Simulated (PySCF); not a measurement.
## A study: C$_{4}$H$_{4}$FN, SMILES `C/C(F)=C/C#N`

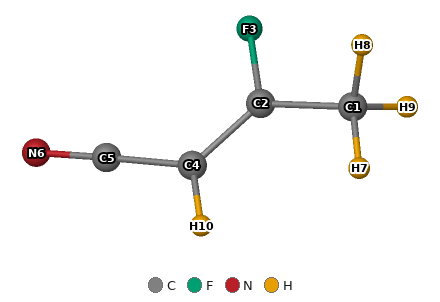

The molecule, with its atoms numbered as below. No frequency check shows the geometry to be a minimum.

Geometry (Å), atoms numbered from 1:

```
C1       2.1768   -0.4695   -0.0000
C2       0.7648   -0.0123   -0.0001
F3       0.6442    1.3259    0.0000
C4      -0.3275   -0.7799    0.0001
C5      -1.6398   -0.2720    0.0000
N6      -2.7173    0.1187   -0.0000
H7       2.2346   -1.5530   -0.0007
H8       2.6881   -0.0771    0.8792
H9       2.6884   -0.0760   -0.8786
H10     -0.2334   -1.8551    0.0001
```

Part 1: Bonding charge

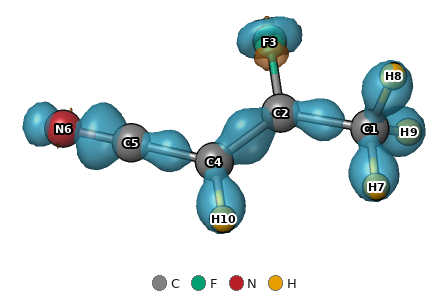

Deformation density (molecule less spherical, spin-averaged free atoms at the same positions), surfaces at ±0.24 e/Å³; light blue: gain, orange: loss.

PySCF calculation, TPSS/6-311G**, gas phase; geometry: GFN2-xTB.

Q: Describe the bonding that the map shows.

A: C5–N6: +0.89 e/Å³ at the bond critical point (bond length 1.15 Å, Mayer order 3.0). C4–H10: +0.69 e/Å³ at the bond critical point (bond length 1.08 Å, Mayer order 0.9). C1–H7: +0.68 e/Å³ at the bond critical point (bond length 1.08 Å, Mayer order 1.0). C2–C4: +0.67 e/Å³ at the bond critical point (bond length 1.33 Å, Mayer order 1.7). C1–H9 and C1–H8: +0.66 e/Å³ at the bond critical point (bond length 1.09 Å, Mayer order 0.9). C1–C2: +0.50 e/Å³ at the bond critical point (bond length 1.48 Å, Mayer order 1.0). C4–C5: +0.48 e/Å³ at the bond critical point (bond length 1.41 Å, Mayer order 1.1). C2–F3: −0.08 e/Å³ at the bond critical point (bond length 1.34 Å, Mayer order 1.1); up to 0.6 Å beside the axis the gain reaches +0.20 e/Å³. In all, 2.2 electrons gather in the regions of gain relative to the promolecule. A small or negative value marks a very polar bond, one between electron-rich atoms, whose free-atom densities already overlap strongly, a long bond to a heavier atom, or a closed-shell contact such as a hydrogen bond.

Q: Where do the Hirshfeld charges lie?

A: The highest Hirshfeld charge is on C2 (+0.12 e), the lowest on N6 (−0.21 e).

| atom | charge (e) |
| --- | --- |
| C1 | −0.08 |
| C2 | +0.12 |
| F3 | −0.05 |
| C4 | −0.06 |
| C5 | +0.06 |
| N6 | −0.21 |
| H7 | +0.06 |
| H8 | +0.05 |
| H9 | +0.05 |
| H10 | +0.06 |

Part 2: Bond critical points

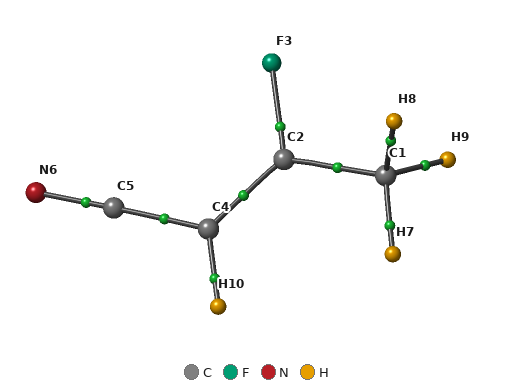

Molecular graph of the electron density (QTAIM): bond paths, bond critical points (green), ring points (magenta, if any); weak paths are dashed.

Q: How many critical points of each kind are there, and does the count close?

A: 10 nuclei, 9 bond, 0 ring and 0 cage critical points: 10 − 9 + 0 − 0 = 1, as the Poincaré–Hopf relation requires.

Q: Tabulate density, Laplacian, ellipticity and energy density at the bond critical points (atomic units).

A:
```
           bond  length (Å)  ρ (a.u.)  ∇²ρ (a.u.)     ε  H (a.u.)
          C5–N6       1.146     0.481       −0.15  0.03    −0.872
          C2–C4       1.335     0.340       −1.00  0.45    −0.391
          C4–C5       1.407     0.287       −0.78  0.10    −0.288
         C4–H10       1.079     0.282       −0.96  0.04    −0.282
          C1–H7       1.085     0.279       −0.95  0.01    −0.279
C1–H9 (2 alike)       1.090     0.275       −0.92  0.01    −0.272
          C1–C2       1.484     0.265       −0.67  0.08    −0.235
          C2–F3       1.344     0.256       +0.16  0.07    −0.339
```

Q: What kind of interaction is C1–H7?

A: Shared-shell (covalent): ρ = 0.279, ∇²ρ = −0.95, H = −0.279 a.u.

Part 3: Local ionisation energy

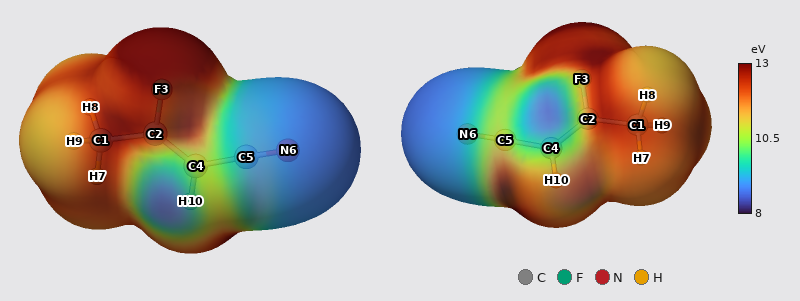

Average local ionisation energy on the surface of electron density 0.001 a.u. (back view left, front view right).

Q: Locate the minima of the map.

A: The lowest value is 8.7 eV, 1.8 Å from N6, and at like points elsewhere. Further minima include 8.8 eV, over C4, off the plane of its three bonds (2.1 Å), and at like points elsewhere; 11.1 eV, 1.3 Å from H9, and at like points elsewhere. For comparison, the highest occupied orbital lies at −6.7 eV.

Q: What volume does the surface enclose, and what is the dipole moment?

A: About 108 Å³; the dipole moment is 5.3 D.

Part 4: In an electric field

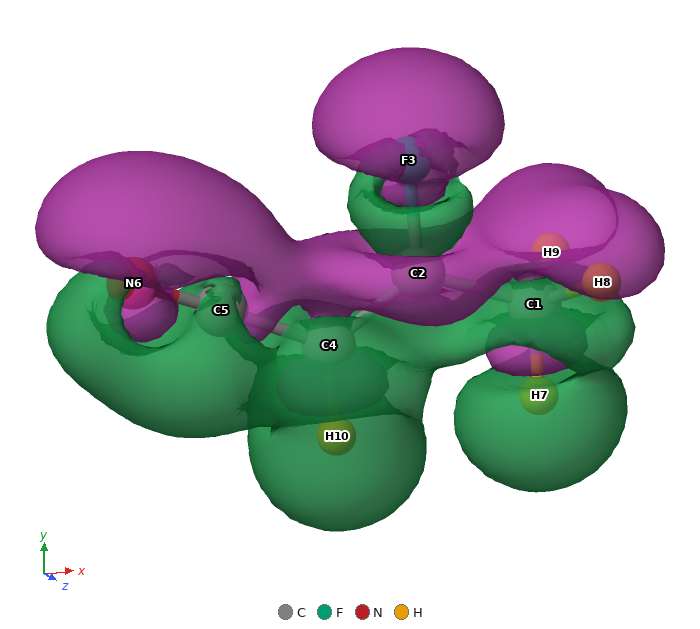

Change of the electron density in a uniform field of 0.10 V/Å, surfaces at ±0.0004 e/Å³ (green: gain, purple: loss).

PySCF calculation, TPSSh/aug-cc-pVDZ, gas phase; geometry: GFN2-xTB.

Q: Along which Cartesian direction does the field point?

A: Along +y: electrons gather on the −y side, against the field.

Q: What dipole is induced, and what polarisability does it imply?

A: The induced dipole is 0.24 D (along the field); α along this axis, from the fields in both directions, is 48 bohr³ (7.1 Å³).

Q: Which atoms gain and lose the most charge?

A: Electrons gather most on H10 (Hirshfeld charge changes by −0.004 e) and leave F3 most (+0.005 e); 0.025 electrons are displaced in all.

Part 5: Removing or adding an electron

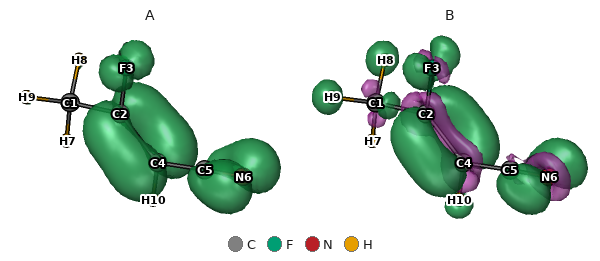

The Fukui function f⁻ from two separate SCF calculations and the density of the HOMO, at ±0.04 e/Å³ (green positive, purple negative).

Method: TPSSh/def2-SVPD; geometry: GFN2-xTB; program: PySCF.

Q: Which panel is which, and how good is the frozen-orbital picture?

A: B is f⁻ (it has negative regions), A the HOMO density. The HOMO lies on C4 (27 %), N6 (23 %) and C2 (22 %); f⁻ (Hirshfeld-condensed) is largest on N6 (0.23), C4 (0.17) and C2 (0.14); the vertical ionisation energy is 9.99 eV (the stability of the cation's solution wasn't checked). Relaxation shifts 19 % of the electron between atoms. The orbital energy is −7.32 eV.

The PySCF runs shown took 19 s, 48 s and 87 s on 1 thread of AMD EPYC 9R14 (Zen 4), with other jobs on the host.
